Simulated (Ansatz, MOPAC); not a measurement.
# AlClF2 (SMILES [F][Al]([F])[Cl]): methods side by side

AlClF2, singlet, SMILES `[F][Al]([F])[Cl]`. Each level relaxes the structure for itself.

Quantity: the zero-point energy at each level's own minimum, in kJ/mol. The values are calculated.

```json
{"level": "MNDO", "kind": "semi-empirical", "program": "MOPAC", "value (kJ/mol)": "18.8"}
{"level": "MNDOD", "kind": "semi-empirical", "program": "MOPAC", "value (kJ/mol)": "17.5"}
{"level": "PM6", "kind": "semi-empirical", "program": "MOPAC", "value (kJ/mol)": "19.4"}
{"level": "PM6-D3", "kind": "semi-empirical", "program": "MOPAC", "value (kJ/mol)": "19.4"}
{"level": "HF/STO-3G", "kind": "Hartree–Fock", "program": "Ansatz", "value (kJ/mol)": "20.5"}
{"level": "HF/3-21G", "kind": "Hartree–Fock", "program": "Ansatz", "value (kJ/mol)": "19.1"}
{"level": "HF/6-31G* (Cartesian functions)", "kind": "Hartree–Fock", "program": "Ansatz", "value (kJ/mol)": "19.0"}
{"level": "PBE/def2-SVP", "kind": "GGA", "program": "Ansatz", "value (kJ/mol)": "17.5"}
{"level": "B3LYP/6-31G* (Cartesian functions)", "kind": "global hybrid", "program": "Ansatz", "value (kJ/mol)": "18.1"}
{"level": "PBE0-D4/def2-TZVP", "kind": "global hybrid", "program": "Ansatz", "value (kJ/mol)": "17.8"}
```

Harmonic and unscaled. The values span 17.5 to 20.5 kJ/mol. Without the sets that lack polarisation functions the rows with a basis span only 17.5 to 19.0 kJ/mol.

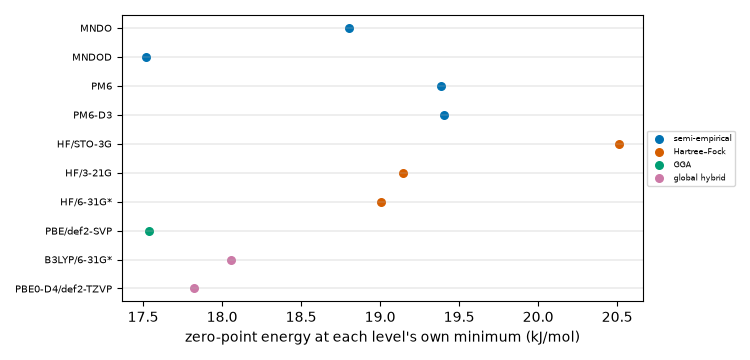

The values of the table, level by level.
